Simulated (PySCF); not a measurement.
# One shape, several levels: CClF2 (chlorodifluoromethyl radical)

Wanted: a comparison of 3 runs (UB3LYP/STO-6G, USVWN5/STO-6G, UCCSDT/STO-6G) of CClF2 (chlorodifluoromethyl radical). The job is set up through a Python script.

Program for the calculation: PySCF 2.14.0.

2 further runs of the same task are left out: 2 set aside as unsound or not needed.

## (1) Starting point

CClF2 has 4 atoms, charge 0, and is taken as a doublet. SMILES: `F[C](F)Cl`. The coordinates come from a PBE0-D4/def2-TZVP relaxation.

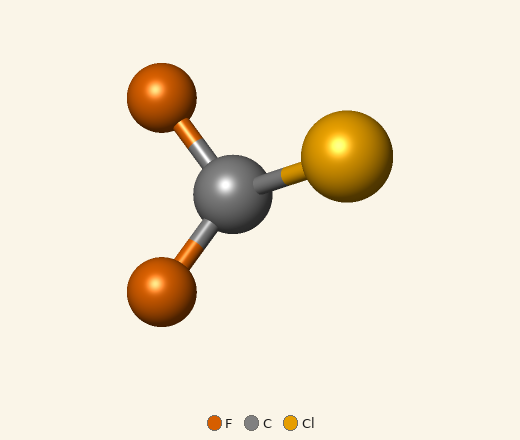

The structure, seen from a chosen angle (fluorine orange, carbon grey, chlorine amber).

## (2) A single-point energy at UB3LYP/STO-6G (run 1)

File input.py:

```python
# F[C](F)Cl
from pyscf import gto, dft

mol = gto.M(
    atom=[
    ('F', (0.026200, 0.169300, 1.294600)),
    ('C', (-0.230600, -0.190200, 0.056400)),
    ('F', (0.573000, -1.160700, -0.318600)),
    ('Cl', (-0.313000, 1.121200, -1.052700)),
],
    max_memory=1860,
    verbose=4,
    charge=0,
    basis='sto-6g',
    spin=1,
)

calc0 = dft.UKS(mol)
calc0.xc = 'b3lyp'
calc0.grids.level = 5
calc0.conv_tol = 1e-10
calc0.kernel()
if not calc0.converged:
    calc0 = calc0.newton().run(calc0.mo_coeff, calc0.mo_occ)

etot = calc0.e_tot
print(f'total energy: {etot:.8f} hartree')
```

On the command line:

```bash
OMP_NUM_THREADS=1 python input.py
```

Log:

```text
PySCF version 2.14.0

[... 53 lines left out ...]
WARN: HOMO -0.138800618058792 >= LUMO -0.138800618058788
[... 42 lines left out ...]
converged SCF energy = -695.188729543721  <S^2> = 0.75095064  2S+1 = 2.0009504
total energy: -695.18872954 hartree
```

It took 11 s on 1 thread of Arm Neoverse N1, shared host; peak memory 0.23 GiB.

## (3) The energy at USVWN5/STO-6G (run 2)

File job.py:

```python
# F[C](F)Cl
from pyscf import gto, dft

mol = gto.M(
    atom=[
    ('F', (0.026200, 0.169300, 1.294600)),
    ('C', (-0.230600, -0.190200, 0.056400)),
    ('F', (0.573000, -1.160700, -0.318600)),
    ('Cl', (-0.313000, 1.121200, -1.052700)),
],
    verbose=3,
    spin=1,
    charge=0,
    basis='sto-6g',
    max_memory=1860,
)

myscf = dft.UKS(mol, xc='svwn')
myscf.conv_tol = 1e-10
myscf.grids.level = 5
myscf.kernel()
if not myscf.converged:
    myscf = myscf.newton().run(myscf.mo_coeff, myscf.mo_occ)

etot = myscf.e_tot
print('Final energy', etot)
```

On the command line:

```bash
OMP_NUM_THREADS=1 python job.py
```

Log:

```text
converged SCF energy = -692.012414440452  <S^2> = 0.75047051  2S+1 = 2.0004705
Final energy -692.0124144404522
```

It took 6.3 s on 1 thread of Arm Neoverse N1, shared host; peak memory 0.15 GiB.

## (4) A single-point energy at UCCSDT/STO-6G (run 3)

File calc.py:

```python
# F[C](F)Cl
from pyscf import gto, scf, cc

mol = gto.Mole()
mol.atom = 'F 0.026200 0.169300 1.294600; C -0.230600 -0.190200 0.056400; F 0.573000 -1.160700 -0.318600; Cl -0.313000 1.121200 -1.052700'
mol.basis = 'sto-6g'
mol.max_memory = 1860
mol.spin = 1
mol.verbose = 3
mol.build()

myscf = scf.UHF(mol)
myscf.conv_tol = 1e-10
myscf.kernel()
if not myscf.converged:
    myscf = myscf.newton().run(myscf.mo_coeff, myscf.mo_occ)

mycc = cc.CCSDT(myscf, frozen=8)
mycc.kernel()
etot = mycc.e_tot
print('E = %.10f Eh' % etot)
```

On the command line:

```bash
OMP_NUM_THREADS=1 python calc.py
```

Log:

```text
converged SCF energy = -693.636289057189  <S^2> = 0.75493744  2S+1 = 2.0049314
_make_eris_incore_UCCSDT

WARN: A large `blksize_v_aaa` is being used, which may cause large memory consumption
      for storing contraction intermediates. If memory is sufficient, consider using
      `pyscf.cc.uccsdt_highm.UCCSDT` instead.

WARN: A large `blksize_v_aab` is being used, which may cause large memory consumption
      for storing contraction intermediates. If memory is sufficient, consider using
      `pyscf.cc.uccsdt_highm.UCCSDT` instead.

UCCSDT converged
E(UCCSDT) = -693.745196505938   E_corr = -0.108907448748807
E_corr(same-spin) = -0.0200934661642847
E_corr(oppo-spin) = -0.0888139825845223
E = -693.7451965059 Eh
```

Wall time 6 s (1 thread of Arm Neoverse N1, shared host); peak memory 0.11 GiB.

## (5) All runs side by side

| run | level | integration grid | frozen core orbitals | energy (Eh) | dipole moment (D) of the reference | HOMO energy (eV) | LUMO energy (eV) | wall time |
| --- | --- | --- | --- | --- | --- | --- | --- | --- |
| 1 | UB3LYP/STO-6G | 5 | – | -695.188730 | 1.25 | -3.77 | 0.37 | 11 s |
| 2 | USVWN5/STO-6G | 5 | – | -692.012414 | 1.45 | -1.86 | -0.42 | 6.3 s |
| 3 | UCCSDT/STO-6G | – | 8 | -693.745197 | 1.00 | -9.27 | 5.85 | 6 s |

## (6) Outcome

| quantity | value |
| --- | --- |
| run 3: total energy | -693.74520 Eh |
| run 3: dipole moment (Hartree–Fock density) | 1.00 D |
| run 3: HOMO energy (Hartree–Fock orbitals) (highest over α and β) | -9.27 eV |
| run 3: LUMO energy (Hartree–Fock orbitals) (lowest over α and β) | 5.85 eV |
| run 3: correlation energy (8 core orbitals frozen) | -108.9 mEh |
| run 3: ⟨S²⟩ of the reference determinant | 0.755 |
| run 3: T1 diagnostic | 0.013 |

In words: Totals of different functionals can't be ranked against each other. In runs 1, 2, 3 the basis is minimal, so the values are rough. All runs together took 23 s, the longest 11 s.
